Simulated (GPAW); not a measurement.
# Si/V(100): converging a work function

How do cutoff, mesh, smearing and the dipole layer change the work function of Si/V(100)?

Calculated with GPAW 26.7.0; GPAW, PAW setups; slab in vacuum.

**1. Starting point**

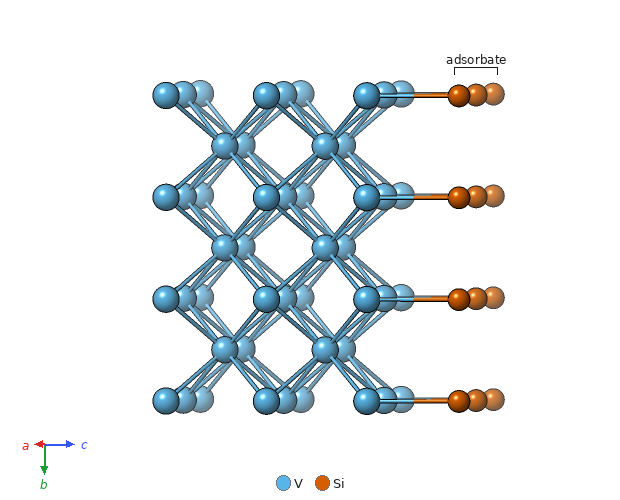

The starting structure, seen from the side, with the c axis across the page (vanadium blue, silicon orange). 2×3×1 cells are drawn. Some periodic images of atoms are drawn too.

The cell holds 6 atoms: 5 V and 1 Si. Its edges and angles: a = 3.020 Å, b = 3.020 Å, c = 24.812 Å, α = 90.0°, β = 90.0°, γ = 90.0°. Vacuum lies along c.

**2. Relaxing the atoms**

Forces are removed first; all later runs use this geometry. The lowest 3 atoms are held at bulk positions and keep their forces.

Contents of run.py:

```python
import json
import numpy as np
from ase import Atoms
from ase.constraints import FixAtoms
from ase.optimize import BFGS
from gpaw import GPAW, PW

slab = Atoms(
    ['V', 'V', 'V', 'V', 'V', 'Si'],
    positions=[
        [0.00000, 0.00000, 8.00000],
        [1.51000, 1.51000, 9.51000],
        [0.00000, 0.00000, 11.02000],
        [1.51000, 1.51000, 12.53000],
        [0.00000, 0.00000, 14.04000],
        [0.00000, 0.00000, 16.81200]],
    cell=[[3.02, 0.0, 0.0], [0.0, 3.02, 0.0], [0.0, 0.0, 24.812]],
    pbc=[True, True, False])

slab.calc = GPAW(mode=PW(400), xc='PBE', kpts={'size': (10, 10, 1), 'gamma': True},
                 occupations={'name': 'fermi-dirac', 'width': 0.1}, nbands='140%',
                 convergence={'density': 0.0001}, maxiter=200,
                 poissonsolver={'dipolelayer': 'xy'},
                 symmetry={'tolerance': 1e-3, 'extra_ids': [1, 1, 1, 0, 0, 0]}, txt='slab.txt')
result = {}
slab.set_constraint(FixAtoms([0, 1, 2]))
path = []
opt = BFGS(slab, maxstep=0.2)
opt.attach(lambda: path.append((slab.get_potential_energy(), slab.positions.tolist(), slab.get_forces().tolist())))
result['relaxed'] = bool(opt.run(fmax=0.05, steps=30))
result['path'] = path
energy = slab.get_potential_energy()
fermi = slab.calc.get_fermi_level()
v = slab.calc.get_electrostatic_potential().mean((0, 1)) - fermi
n = slab.calc.get_pseudo_density().mean((0, 1))
L = slab.cell[2, 2]
z = np.arange(len(v)) * L / len(v)
low, high = slab.positions[:, 2].min(), slab.positions[:, 2].max()
below, above = np.interp([low - 5.8, high + 5.8], z, v)
slopes = [np.interp(x, z, np.gradient(v, z)) for x in (low - 5.8, high + 5.8)]
eps = np.array([[slab.calc.get_eigenvalues(k, s) for k in range(len(slab.calc.get_ibz_k_points()))]
                for s in range(slab.calc.get_number_of_spins())]) - fermi
top, bottom = eps[eps < 0].max(), eps[eps > 0].min()
dipole = slab.get_dipole_moment()[2]
print(f'energy {energy:.4f} eV, Fermi level {fermi:.4f} eV, dipole {dipole:.5f} e A')
print(f'potential 5.8 A off the faces, from the Fermi level: lower {below:.4f} eV, upper {above:.4f} eV')
print(f'slope of the potential there: lower {slopes[0]:.5f}, upper {slopes[1]:.5f} eV/A')
print(f'nearest levels on the mesh: {top:.4f} and {bottom:.4f} eV')
print('magnetic moment', round(slab.get_magnetic_moment(), 3))
result.update(energy=energy, fermi=fermi, dipole=dipole, below=below, above=above, slopes=slopes, edges=[top, bottom],
              z=z.tolist(), v=v.tolist(), n=n.tolist(), positions=slab.positions.tolist(),
              forces=slab.get_forces(apply_constraint=False).tolist(), moments=slab.get_magnetic_moments().tolist())
json.dump(result, open('result.json', 'w'))
```

On the command line:

```sh
> OMP_NUM_THREADS=1 OPENBLAS_NUM_THREADS=1 python run.py
```

Output:

```text
Step          Energy          fmax
BFGS:    0      -44.139933        0.787659
BFGS:    1      -44.151401        0.773356
BFGS:    2      -44.255533        0.451615
BFGS:    3      -44.259080        0.410874
BFGS:    4      -44.294911        0.514715
BFGS:    5      -44.298983        0.482165
BFGS:    6      -44.322925        0.119708
BFGS:    7      -44.324675        0.013358
energy -44.1771 eV, Fermi level 0.7514 eV, dipole -0.05936 e A
potential 5.8 A off the faces, from the Fermi level: lower 3.8402 eV, upper 5.0174 eV
slope of the potential there: lower -0.00048, upper -0.00007 eV/A
nearest levels on the mesh: -0.0026 and 0.0011 eV
magnetic moment 0.0
```

The job ended after 19 min (1 thread of Arm Neoverse V1, shared host; peak memory 0.26 GiB).

This run has no spin polarisation, although V can carry a moment.

The steps of the relaxation:

```csv
step,energy less that of the first step (eV),largest force (eV/Å)
1,0.0000,0.7877
2,-0.0116,0.7734
3,-0.1162,0.4516
4,-0.1197,0.4109
5,-0.1537,0.5147
6,-0.1584,0.4822
7,-0.1935,0.1197
8,-0.1928,0.0134
```

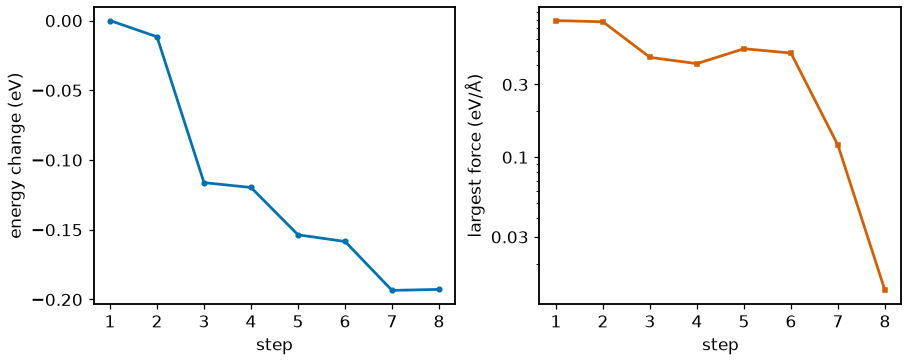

Energy and largest force along the relaxation.

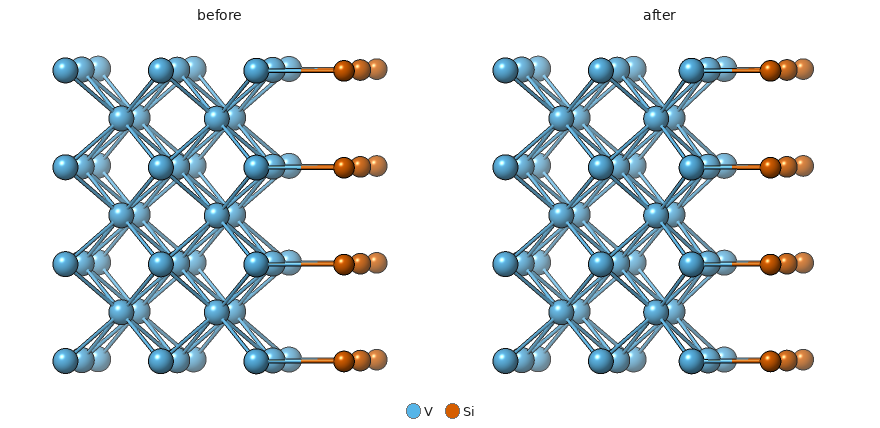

Before and after, at one scale.

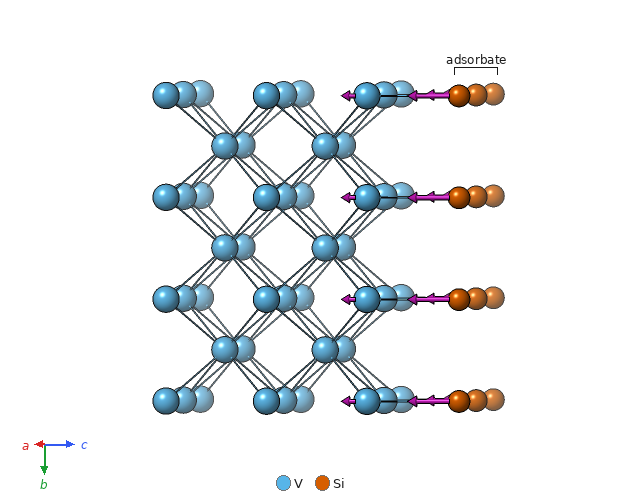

Displacements in the relaxation, exaggerated; the longest in the cell stands for 0.43 Å. 2×3×1 cells are drawn. Some periodic images of atoms are drawn too.

The atoms that moved most (Å):

```csv
atom,dx,dy,dz,length
Si6,0.000,0.000,-0.427,0.427
V5,0.000,0.000,-0.151,0.151
V4,0.000,0.000,-0.021,0.021
```

Final coordinates:

```
V Si
1.0
     3.02000    0.00000    0.00000
     0.00000    3.02000    0.00000
     0.00000    0.00000   24.81200
V Si
5 1
Direct
  0.00000 0.00000 0.32242
  0.50000 0.50000 0.38328
  0.00000 0.00000 0.44414
  0.50000 0.50000 0.50417
  0.00000 0.00000 0.55978
  0.00000 0.00000 0.66036
```

Numbers from this step:

```yaml
dipole_along_the_normal: -0.05936 e·Å
levels_nearest_the_fermi_level_on_the_mesh: -0.002644, 0.001102 eV from the Fermi level
upper_work_function: 5.017 eV
lower_work_function: 3.840 eV
```

The electrostatic potential energy of an electron (without an applied field's), less the Fermi level, planar mean oscillates, so the rows of the table below give means over windows of 1.5 Å about each position, cut where the curve ends. Its maxima inside the range that stand out by 2 % of the span (Å: eV): 8.8: -5.53, 10.2: -5.60, 11.8: -5.84, 13.2: -7.36, 15.2: 2.17, 23.3: 5.02. Its minima: 8.0: -13.5, 9.5: -13.4, 11.1: -13.4, 12.5: -13.6, 13.9: -13.8, 16.4: -13.1.

The electrostatic potential energy of an electron (without an applied field's), less the Fermi level, planar mean by z; means over each step:

```csv
z (Å),"electrostatic potential energy of an electron (without an applied field's), less the Fermi level, planar mean (eV)"
0.75,3.91
2.25,3.84
3.75,3.83
5.25,3.69
6.75,0.646
8.25,-9.30
9.75,-9.34
11.25,-9.46
12.75,-10.2
14.25,-7.17
15.75,-4.13
17.25,-1.35
18.75,4.86
20.25,5.01
21.75,5.02
23.25,5.02
```

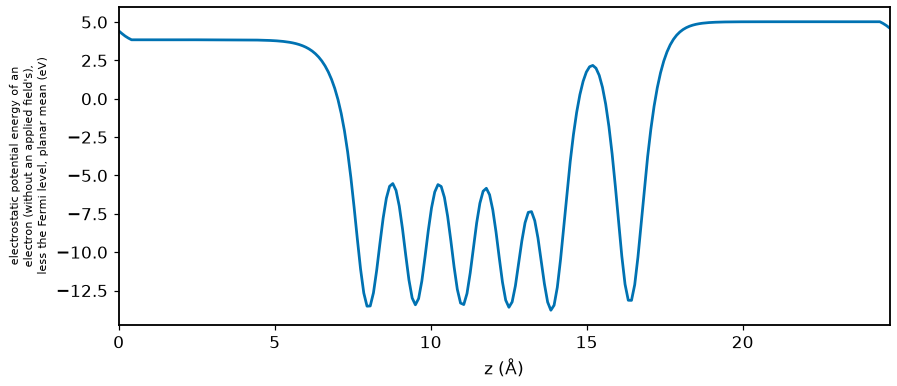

Electrostatic potential energy of an electron (without an applied field's), less the Fermi level, planar mean, plotted against z.

The pseudo valence density, planar mean oscillates, so the rows of the table below give means over windows of 1 Å about each position, cut where the curve ends. Its maxima inside the range that stand out by 2 % of the span (Å: e/Å³): 8.1: 1.64, 9.5: 1.70, 11.0: 1.67, 12.6: 1.62, 13.9: 1.67, 15.9: 0.211. Its minima: 8.7: 0.408, 10.3: 0.403, 11.8: 0.403, 13.2: 0.485, 15.1: 0.134.

Table of pseudo valence density, planar mean by z; means over each step:

```csv
z (Å),"pseudo valence density, planar mean (e/Å³)"
3,2.6e-5
4,2.2e-4
5,0.00179
6,0.0135
7,0.147
8,1.14
9,0.826
10,0.839
11,1.17
12,0.841
13,0.926
14,1.11
15,0.169
16,0.192
17,0.162
18,0.0325
19,0.00250
20,1.7e-4
21,1.1e-5
```

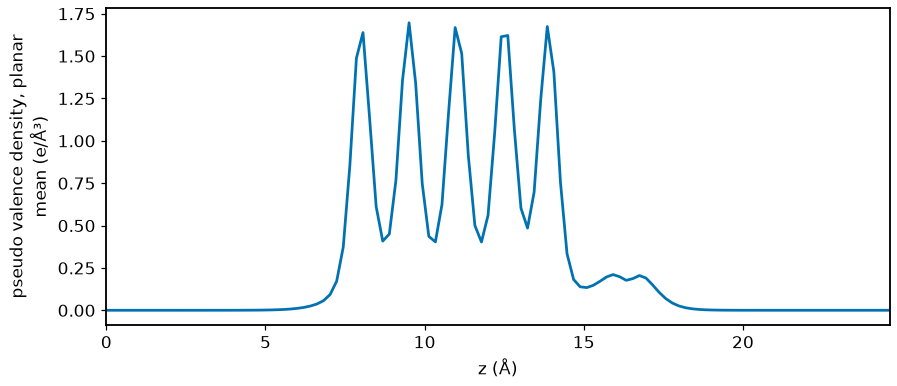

Pseudo valence density, planar mean, plotted against z.

The relaxation lowered the energy of the cell by 0.193 eV (energies extrapolated to zero smearing; the optimiser's log prints free energies). The largest force left on a free atom is 0.013 eV/Å.

**3. Plane waves, PBE**

With the geometry fixed, the planar mean of the potential gives the vacuum level on each side.

run.py: that of step 2 with these lines changed.

```diff
@@ -3,4 +3,2 @@
 from ase import Atoms
-from ase.constraints import FixAtoms
-from ase.optimize import BFGS
 from gpaw import GPAW, PW
@@ -13,5 +11,5 @@
         [0.00000, 0.00000, 11.02000],
-        [1.51000, 1.51000, 12.53000],
-        [0.00000, 0.00000, 14.04000],
-        [0.00000, 0.00000, 16.81200]],
+        [1.51000, 1.51000, 12.50945],
+        [-0.00000, 0.00000, 13.88926],
+        [0.00000, -0.00000, 16.38484]],
     cell=[[3.02, 0.0, 0.0], [0.0, 3.02, 0.0], [0.0, 0.0, 24.812]],
@@ -21,12 +19,6 @@
                  occupations={'name': 'fermi-dirac', 'width': 0.1}, nbands='140%',
-                 convergence={'density': 0.0001}, maxiter=200,
+                 convergence={'density': 1e-05}, maxiter=200,
                  poissonsolver={'dipolelayer': 'xy'},
-                 symmetry={'tolerance': 1e-3, 'extra_ids': [1, 1, 1, 0, 0, 0]}, txt='slab.txt')
+                 symmetry={'tolerance': 1e-3}, txt='slab.txt')
 result = {}
-slab.set_constraint(FixAtoms([0, 1, 2]))
-path = []
-opt = BFGS(slab, maxstep=0.2)
-opt.attach(lambda: path.append((slab.get_potential_energy(), slab.positions.tolist(), slab.get_forces().tolist())))
-result['relaxed'] = bool(opt.run(fmax=0.05, steps=30))
-result['path'] = path
 energy = slab.get_potential_energy()
```

Output:

```text
energy -44.1771 eV, Fermi level 0.7513 eV, dipole -0.05936 e A
potential 5.8 A off the faces, from the Fermi level: lower 3.8407 eV, upper 5.0174 eV
slope of the potential there: lower -0.00047, upper -0.00007 eV/A
nearest levels on the mesh: -0.0025 and 0.0011 eV
magnetic moment 0.0
```

The job ended after 2.9 min (1 thread; peak memory 0.26 GiB).

This step gave:

- levels nearest the Fermi level on the mesh: -0.002524, 0.001067 eV from the Fermi level
- lower work function: 3.841 eV

The electrostatic potential energy of an electron (without an applied field's), less the Fermi level, planar mean oscillates, so the rows of the table below give means over windows of 1.5 Å about each position, cut where the curve ends. Its maxima inside the range that stand out by 2 % of the span (Å: eV): 8.8: -5.53, 10.2: -5.60, 11.8: -5.84, 13.2: -7.36, 15.2: 2.17, 23.3: 5.02. Its minima: 8.0: -13.5, 9.5: -13.4, 11.1: -13.4, 12.5: -13.6, 13.9: -13.8, 16.4: -13.1.

Table of electrostatic potential energy of an electron (without an applied field's), less the Fermi level, planar mean by z; means over each step:

(Unchanged from step 2.)

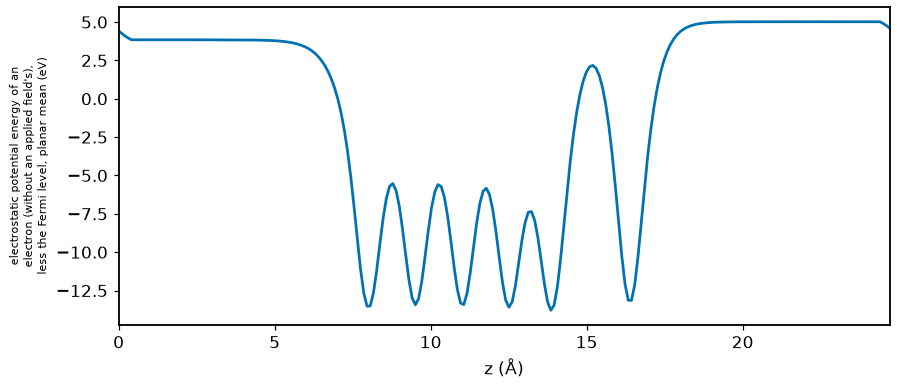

Electrostatic potential energy of an electron (without an applied field's), less the Fermi level, planar mean against z.

The pseudo valence density, planar mean oscillates, so the rows of the table below give means over windows of 1 Å about each position, cut where the curve ends. Its maxima inside the range that stand out by 2 % of the span (Å: e/Å³): 8.1: 1.64, 9.5: 1.70, 11.0: 1.67, 12.6: 1.62, 13.9: 1.67, 15.9: 0.211. Its minima: 8.7: 0.408, 10.3: 0.403, 11.8: 0.403, 13.2: 0.485, 15.1: 0.134.

The pseudo valence density, planar mean by z; means over each step:

```csv
z (Å),"pseudo valence density, planar mean (e/Å³)"
3,2.7e-5
4,2.2e-4
5,0.00179
6,0.0135
7,0.147
8,1.14
9,0.826
10,0.839
11,1.17
12,0.841
13,0.926
14,1.11
15,0.169
16,0.192
17,0.162
18,0.0325
19,0.00250
20,1.7e-4
21,1.1e-5
```

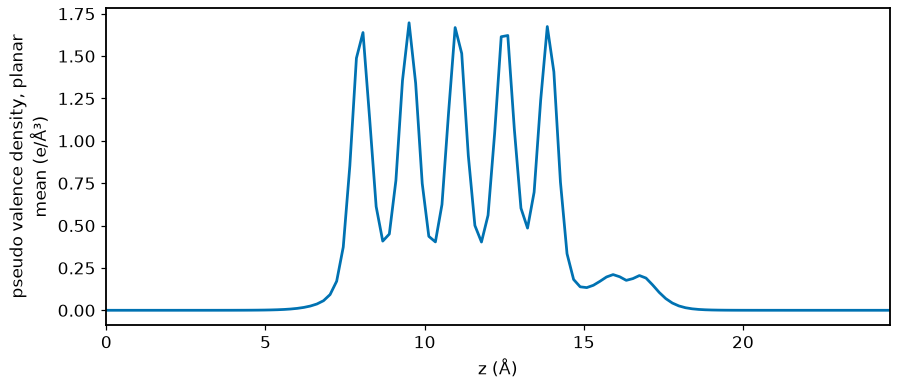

Pseudo valence density, planar mean, plotted against z.

Force by atom:

```csv
atom,x (eV/Å),y (eV/Å),z (eV/Å),size
V1,0.00,0.00,1.10,1.10
V2,0.00,0.00,-0.89,0.89
V3,0.00,0.00,-0.20,0.20
V4,0.00,0.00,0.00,0.00
V5,0.00,0.00,-0.01,0.01
Si6,0.00,0.00,0.00,0.00
```

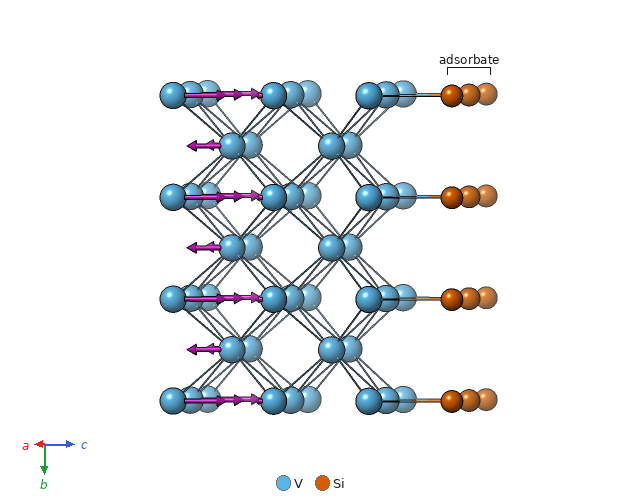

Force as arrows, the longest 1.10 eV/Å. 2×3×1 cells are drawn. Some periodic images of atoms are drawn too.

The potential is flat to 4.7e-4 eV/Å where it is read, so the vacuum is wide enough.

**4. Cutoff 200**

The cutoff limits how sharply the smooth valence waves can vary, which tells mostly near the atoms.

run.py: that of step 3 with these lines changed.

```diff
@@ -17,3 +17,3 @@
 
-slab.calc = GPAW(mode=PW(400), xc='PBE', kpts={'size': (10, 10, 1), 'gamma': True},
+slab.calc = GPAW(mode=PW(200), xc='PBE', kpts={'size': (10, 10, 1), 'gamma': True},
                  occupations={'name': 'fermi-dirac', 'width': 0.1}, nbands='140%',
```

Output:

```text
energy -41.7315 eV, Fermi level 0.7595 eV, dipole -0.05846 e A
potential 5.8 A off the faces, from the Fermi level: lower 3.8660 eV, upper 5.0252 eV
slope of the potential there: lower -0.00127, upper 0.00107 eV/A
nearest levels on the mesh: -0.0067 and 0.0053 eV
magnetic moment 0.0
```

The job ended after 67 s (1 thread; peak memory 0.17 GiB).

The run finished. A setting was moved off its sound value on purpose, so it serves as a test and not as the result.

The fault put into the input: a cutoff under that of the base run: the energy of the cell lies 2.4 eV from the base value (ecut = 200).

The two runs compared:

```csv
quantity,this run,sound run,difference
dipole along the normal (e·Å),-0.058461,-0.059358,9.0e-4
upper work function (eV),5.0252,5.0174,0.00774
lower work function (eV),3.8660,3.8407,0.0253
```

**5. Cutoff 300**

The cutoff limits how sharply the smooth valence waves can vary, which tells mostly near the atoms.

run.py: that of step 4 with these lines changed.

```diff
@@ -17,3 +17,3 @@
 
-slab.calc = GPAW(mode=PW(200), xc='PBE', kpts={'size': (10, 10, 1), 'gamma': True},
+slab.calc = GPAW(mode=PW(300), xc='PBE', kpts={'size': (10, 10, 1), 'gamma': True},
                  occupations={'name': 'fermi-dirac', 'width': 0.1}, nbands='140%',
```

Output:

```text
energy -43.7825 eV, Fermi level 0.7528 eV, dipole -0.05901 e A
potential 5.8 A off the faces, from the Fermi level: lower 3.8466 eV, upper 5.0188 eV
slope of the potential there: lower -0.00010, upper 0.00003 eV/A
nearest levels on the mesh: -0.0037 and 0.0016 eV
magnetic moment 0.0
```

Wall time 2.2 min (1 thread); peak memory 0.21 GiB.

The run finished. A setting was moved off its sound value on purpose, so it serves as a test and not as the result.

The fault put into the input: a cutoff under that of the base run: the energy of the cell lies 0.39 eV from the base value (ecut = 300).

The two runs compared:

```csv
quantity,this run,sound run,difference
dipole along the normal (e·Å),-0.059007,-0.059358,3.5e-4
upper work function (eV),5.0188,5.0174,0.00138
lower work function (eV),3.8466,3.8407,0.00589
```

(Part 1 of 2 ends here.)

[Logs are printed without paths, hosts, clocks, repeated set-up lines and the standing remarks that a program may print on its own settings, such as how far it seeks lower states.]

[Hosts, paths, dates, database ids (printed as entryN), source tags and the programs' standing remarks are cut or masked in the printed files.]
